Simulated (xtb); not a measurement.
# C3H7Cl2Ga: geometry relaxation (part 2 of 4)

C3H7Cl2Ga (GaCl2(iPr)), SMILES C[CH](C)[Ga]([Cl])[Cl]; GFN2-xTB (xtb 6.7.1). 

Geometry of the input (Å):
```
Ga 1.2462  1.4026  -0.0072
Cl 3.4234  1.5735  -0.0157
Cl 0.2889  3.2708  -0.0449
C  0.3261  -0.4074  -0.0235
C  -0.7089  -0.4142  -1.1592
C  -0.4783  -0.6946  1.3065
H  1.0045  -1.2211  -0.0408
H  -0.1591  -0.3820  -2.2721
H  -1.3630  0.3865  -1.2321
H  -1.3100  -1.3290  -1.1823
H  -1.0495  -1.3834  1.3191
H  0.2252  -0.6214  2.0768
H  -1.0995  0.1814  1.4147
```

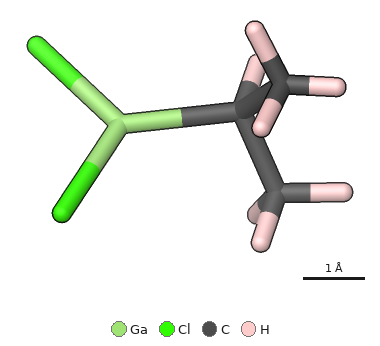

Figure 1. The starting structure (stick view, seen at a tilt). Sticks mark near contacts.

Output, continued
```
........................................................................
.............................. CYCLE    6 ..............................
........................................................................

 iter      E             dE          RMSdq      gap      omega  full diag
   1    -20.5675277 -0.205675E+02  0.674E-02    3.61       0.0  T
   2    -20.5675279 -0.206979E-06  0.402E-02    3.61       1.0  T
   3    -20.5675277  0.248948E-06  0.101E-02    3.61       2.8  T
   4    -20.5675280 -0.323554E-06  0.429E-03    3.61       6.5  T
   5    -20.5675280 -0.339674E-08  0.231E-03    3.61      12.0  T
   6    -20.5675280 -0.662856E-08  0.711E-04    3.61      39.0  T
   7    -20.5675280 -0.152402E-08  0.321E-04    3.61      86.5  T
     SCC iter.                  ...        0 min,  0.010 sec
     gradient                   ...        0 min,  0.009 sec
 * total energy  :   -20.4141610 Eh     change       -0.3062969E-04 Eh
   gradient norm :     0.0024051 Eh/α   predicted    -0.2702491E-04 ( -11.77%)
   displ. norm   :     0.0264976 α      lambda       -0.2087300E-04
   maximum displ.:     0.0137453 α      in ANC's #6, #8, #5, ...

........................................................................
.............................. CYCLE    7 ..............................
........................................................................

 iter      E             dE          RMSdq      gap      omega  full diag
   1    -20.5677119 -0.205677E+02  0.384E-02    3.61       0.0  T
   2    -20.5677120 -0.106471E-06  0.222E-02    3.61       1.2  T
   3    -20.5677119  0.103312E-06  0.517E-03    3.61       5.4  T
   4    -20.5677120 -0.121806E-06  0.254E-03    3.61      10.9  T
   5    -20.5677121 -0.250045E-07  0.979E-04    3.61      28.3  T
   6    -20.5677121 -0.191073E-08  0.552E-04    3.61      50.3  T
     SCC iter.                  ...        0 min,  0.008 sec
     gradient                   ...        0 min,  0.009 sec
 * total energy  :   -20.4141731 Eh     change       -0.1211443E-04 Eh
   gradient norm :     0.0019778 Eh/α   predicted    -0.1044302E-04 ( -13.80%)
   displ. norm   :     0.0343592 α      lambda       -0.1072401E-04
   maximum displ.:     0.0196840 α      in ANC's #5, #8, #7, ...

........................................................................
.............................. CYCLE    8 ..............................
........................................................................

 iter      E             dE          RMSdq      gap      omega  full diag
   1    -20.5678465 -0.205678E+02  0.452E-02    3.61       0.0  T
   2    -20.5678466 -0.734327E-07  0.263E-02    3.61       1.1  T
   3    -20.5678466 -0.185807E-07  0.323E-03    3.61       8.6  T
   4    -20.5678466  0.981440E-08  0.272E-03    3.61      10.2  T
   5    -20.5678466 -0.225435E-07  0.987E-04    3.61      28.1  T
   6    -20.5678466 -0.120473E-08  0.526E-04    3.61      52.8  T
     SCC iter.                  ...        0 min,  0.007 sec
     gradient                   ...        0 min,  0.008 sec
 * total energy  :   -20.4141777 Eh     change       -0.4601247E-05 Eh
   gradient norm :     0.0014597 Eh/α   predicted    -0.5363068E-05 (  16.56%)
   displ. norm   :     0.0214470 α      lambda       -0.7228669E-05
   maximum displ.:     0.0140993 α      in ANC's #8, #6, #10, ...

........................................................................
.............................. CYCLE    9 ..............................
........................................................................

 iter      E             dE          RMSdq      gap      omega  full diag
   1    -20.5677386 -0.205677E+02  0.292E-02    3.61       0.0  T
   2    -20.5677386 -0.471255E-07  0.168E-02    3.61       1.7  T
   3    -20.5677384  0.206277E-06  0.616E-03    3.61       4.5  T
   4    -20.5677387 -0.243048E-06  0.122E-03    3.61      22.7  T
   5    -20.5677387 -0.152649E-09  0.755E-04    3.61      36.7  T
   6    -20.5677387 -0.140168E-08  0.365E-04    3.61      75.9  T
     SCC iter.                  ...        0 min,  0.008 sec
     gradient                   ...        0 min,  0.009 sec
 * total energy  :   -20.4141831 Eh     change       -0.5400802E-05 Eh
   gradient norm :     0.0008184 Eh/α   predicted    -0.3616648E-05 ( -33.03%)
   displ. norm   :     0.0167252 α      lambda       -0.3175641E-05
   maximum displ.:     0.0102723 α      in ANC's #8, #3, #1, ...

........................................................................
.............................. CYCLE   10 ..............................
........................................................................

 iter      E             dE          RMSdq      gap      omega  full diag
   1    -20.5676868 -0.205677E+02  0.233E-02    3.61       0.0  T
   2    -20.5676869 -0.159394E-07  0.144E-02    3.61       1.9  T
   3    -20.5676869  0.149454E-08  0.815E-04    3.61      34.0  T
   4    -20.5676869 -0.204888E-08  0.705E-04    3.61      39.3  T
     SCC iter.                  ...        0 min,  0.006 sec
     gradient                   ...        0 min,  0.008 sec
 * total energy  :   -20.4141857 Eh     change       -0.2608506E-05 Eh
   gradient norm :     0.0006897 Eh/α   predicted    -0.1587524E-05 ( -39.14%)
   displ. norm   :     0.0214949 α      lambda       -0.1761102E-05
   maximum displ.:     0.0116606 α      in ANC's #8, #1, #7, ...

........................................................................
.............................. CYCLE   11 ..............................
........................................................................

 iter      E             dE          RMSdq      gap      omega  full diag
   1    -20.5676855 -0.205677E+02  0.300E-02    3.61       0.0  T
   2    -20.5676855 -0.471286E-08  0.184E-02    3.61       1.5  T
   3    -20.5676855  0.165901E-09  0.987E-04    3.61      28.1  T
   4    -20.5676855 -0.169589E-08  0.488E-04    3.61      56.8  T
     SCC iter.                  ...        0 min,  0.007 sec
     gradient                   ...        0 min,  0.010 sec
 * total energy  :   -20.4141875 Eh     change       -0.1750392E-05 Eh
   gradient norm :     0.0005928 Eh/α   predicted    -0.8797296E-06 ( -49.74%)
   displ. norm   :     0.0283949 α      lambda       -0.1469240E-05
   maximum displ.:     0.0154142 α      in ANC's #1, #8, #3, ...

........................................................................
.............................. CYCLE   12 ..............................
........................................................................

 iter      E             dE          RMSdq      gap      omega  full diag
   1    -20.5677054 -0.205677E+02  0.475E-02    3.61       0.0  T
   2    -20.5677054 -0.704371E-08  0.292E-02    3.61       1.0  T
   3    -20.5677053  0.429942E-07  0.255E-03    3.61      10.9  T
   4    -20.5677054 -0.461534E-07  0.958E-04    3.61      29.0  T
   5    -20.5677054 -0.180104E-08  0.517E-04    3.61      53.7  T
     SCC iter.                  ...        0 min,  0.008 sec
     gradient                   ...        0 min,  0.010 sec
 * total energy  :   -20.4141888 Eh     change       -0.1282284E-05 Eh
   gradient norm :     0.0003550 Eh/α   predicted    -0.7353282E-06 ( -42.65%)
   displ. norm   :     0.0179328 α      lambda       -0.7555333E-06
   maximum displ.:     0.0122514 α      in ANC's #1, #3, #7, ...

........................................................................
.............................. CYCLE   13 ..............................
........................................................................

 iter      E             dE          RMSdq      gap      omega  full diag
   1    -20.5677303 -0.205677E+02  0.384E-02    3.61       0.0  T
   2    -20.5677303 -0.526088E-08  0.233E-02    3.61       1.2  T
   3    -20.5677303  0.189682E-07  0.197E-03    3.61      14.1  T
   4    -20.5677304 -0.204570E-07  0.551E-04    3.61      50.4  T
   5    -20.5677304 -0.109263E-08  0.228E-04    3.61     121.4  T
     SCC iter.                  ...        0 min,  0.008 sec
     gradient                   ...        0 min,  0.010 sec
 * total energy  :   -20.4141896 Eh     change       -0.8548341E-06 Eh
   gradient norm :     0.0002335 Eh/α   predicted    -0.3768200E-06 ( -55.92%)
   displ. norm   :     0.0213569 α      lambda       -0.8084598E-06
   maximum displ.:     0.0158124 α      in ANC's #1, #3, #5, ...

   *** GEOMETRY OPTIMIZATION CONVERGED AFTER 13 ITERATIONS ***

------------------------------------------------------------------------
 total energy gain   :        -0.0591670 Eh      -37.1279 kcal/mol
 total RMSD          :         0.1587716 a0        0.0840 Å
 total power (kW/mol):       -11.9494588 (step) -532.2298 (real)
------------------------------------------------------------------------

 ANCopt (total)                0 d,  0 h,  0 min,  0.292 sec
 optimizer setup                ...        0 min,  0.000 sec (  0.046%)
 model hessian                  ...        0 min,  0.003 sec (  0.991%)
 ANC generation                 ...        0 min,  0.000 sec (  0.168%)
 coordinate transformation      ...        0 min,  0.000 sec (  0.079%)
 single point calculation       ...        0 min,  0.283 sec ( 96.849%)
 optimization log               ...        0 min,  0.002 sec (  0.603%)
 hessian update                 ...        0 min,  0.000 sec (  0.080%)
 rational function              ...        0 min,  0.002 sec (  0.830%)

================
 final structure:
================
$coord
        2.50049933293030        2.64628803242901       -0.06787796442375      ga
        6.48074949246302        2.95758703000893        0.01994337635771      cl
        0.52103842805444        6.11604175367680       -0.10677620547144      cl
        0.50883925741801       -0.78686563110951       -0.06630779976126      c
       -1.30986674379606       -0.84027135838826       -2.29925555026434      c
       -0.89434570344823       -1.08032246956071        2.43523653152565      c
        1.91835505640888       -2.29401958880225       -0.26105103244319      h
       -0.28388915778052       -0.73653885762649       -4.08616212275445      h
       -2.61837295877800        0.75104355156433       -2.20163809910561      h
       -2.41357583666305       -2.58124599469152       -2.27685314599932      h
       -1.96572568147538       -2.84190717636004        2.44564080579507      h
        0.42672307327292       -1.10499566985037        4.02018335717409      h
       -2.21682898388235        0.47873921524809        2.70840236292891      h
$end

 Bond Distances (Angstroems)
 ---------------------------
Ga1-Cl2=2.1132       Ga1-Cl3=2.1140       Ga1-C4=2.1003        Cl2-Ga1=2.1132       Cl3-Ga1=2.1140       C4-Ga1=2.1003
C4-C5=1.5242         C4-C6=1.5257         C4-H7=1.0968         C5-C4=1.5242         C5-H8=1.0918         C5-H9=1.0914
C5-H10=1.0909        C6-C4=1.5257         C6-H11=1.0911        C6-H12=1.0919        C6-H13=1.0915        H7-C4=1.0968
H8-C5=1.0918         H9-C5=1.0914         H10-C5=1.0909        H11-C6=1.0911        H12-C6=1.0919        H13-C6=1.0915
 C  H  Rav=1.0922 sigma=0.0019  Rmin=1.0909  Rmax=1.0968     7
 C  C  Rav=1.5250 sigma=0.0007  Rmin=1.5242  Rmax=1.5257     2
 Ga C  Rav=2.1003 sigma=0.0000  Rmin=2.1003  Rmax=2.1003     1
 Ga Cl Rav=2.1136 sigma=0.0004  Rmin=2.1132  Rmax=2.1140     2

 selected bond angles (degree)
 --------------------
Cl3-Ga1-Cl2=115.24             C4-Ga1-Cl2=124.58              C4-Ga1-Cl3=120.18              C5-C4-Ga1=109.43
C6-C4-Ga1=109.43               C6-C4-C5=111.31                H7-C4-Ga1=106.72               H7-C4-C5=110.06
H7-C4-C6=109.78                H8-C5-C4=110.89                H9-C5-C4=110.46                H9-C5-H8=108.52
H10-C5-C4=110.20               H10-C5-H8=108.55               H10-C5-H9=108.14               H11-C6-C4=110.13
H12-C6-C4=110.86               H12-C6-H11=108.58              H13-C6-C4=110.49               H13-C6-H11=108.18
H13-C6-H12=108.53

 selected dihedral angles (degree)
 ---------------------------------
C5-C4-Ga1-Cl2=233.76          C5-C4-Ga1-Cl3= 54.67          C6-C4-Ga1-Cl2=111.55          C6-C4-Ga1-Cl3=292.46
H7-C4-Ga1-Cl2=352.82          H7-C4-Ga1-Cl3=173.73          H8-C5-C4-Ga1= 62.13           H8-C5-C4-C6=183.20
H8-C5-C4-H7=305.15            H9-C5-C4-Ga1=301.77           H9-C5-C4-C6= 62.85            H9-C5-C4-H7=184.80
H10-C5-C4-Ga1=182.34          H10-C5-C4-C6=303.41           H10-C5-C4-H7= 65.37           H11-C6-C4-Ga1=178.95
H11-C6-C4-C5= 57.88           H11-C6-C4-H7=295.76           H12-C6-C4-Ga1=299.13          H12-C6-C4-C5=178.06
H12-C6-C4-H7= 55.94           H13-C6-C4-Ga1= 59.49          H13-C6-C4-C5=298.42           H13-C6-C4-H7=176.30
           -------------------------------------------------
          |                Final Singlepoint                |
           -------------------------------------------------

          ...................................................
          :                      SETUP                      :
          :.................................................:
          :  # basis functions                  49          :
          :  # atomic orbitals                  46          :
          :  # shells                           22          :
          :  # electrons                        36          :
          :  max. iterations                   250          :
          :  Hamiltonian                  GFN2-xTB          :
          :  restarted?                      false          :
          :  GBSA solvation                  false          :
          :  PC potential                    false          :
          :  electronic temp.          300.0000000     K    :
          :  accuracy                    1.0000000          :
          :  -> integral cutoff          0.2500000E+02      :
          :  -> integral neglect         0.1000000E-07      :
          :  -> SCF convergence          0.1000000E-05 Eh   :
          :  -> wf. convergence          0.1000000E-03 e    :
          :  Broyden damping             0.4000000          :
          :  net charge                          0          :
          :  unpaired electrons                  0          :
          ...................................................

 iter      E             dE          RMSdq      gap      omega  full diag
   1    -20.5677304 -0.205677E+02  0.119E-04    3.61       0.0  T
   2    -20.5677304 -0.171276E-10  0.979E-05    3.61     283.2  T
   3    -20.5677304 -0.171241E-10  0.764E-05    3.61     363.0  T

   *** convergence criteria satisfied after 3 iterations ***

         #    Occupation            Energy/Eh            Energy/eV
      -------------------------------------------------------------
         1        2.0000           -1.0598816             -28.8408
       ...           ...                  ...                  ...
        12        2.0000           -0.4598715             -12.5137
        13        2.0000           -0.4509455             -12.2709
        14        2.0000           -0.4498902             -12.2421
        15        2.0000           -0.4445603             -12.0971
        16        2.0000           -0.4421963             -12.0328
        17        2.0000           -0.4306693             -11.7191
        18        2.0000           -0.4043939             -11.0041 (HOMO)
        19                         -0.2716337              -7.3915 (LUMO)
        20                         -0.1506632              -4.0998
        21                         -0.0241814              -0.6580
        22                         -0.0053435              -0.1454
        23                          0.0140466               0.3822
       ...                                ...                  ...
        46                          1.6956446              46.1408
      -------------------------------------------------------------
                  HL-Gap            0.1327602 Eh            3.6126 eV
             Fermi-level           -0.3380138 Eh           -9.1978 eV
```
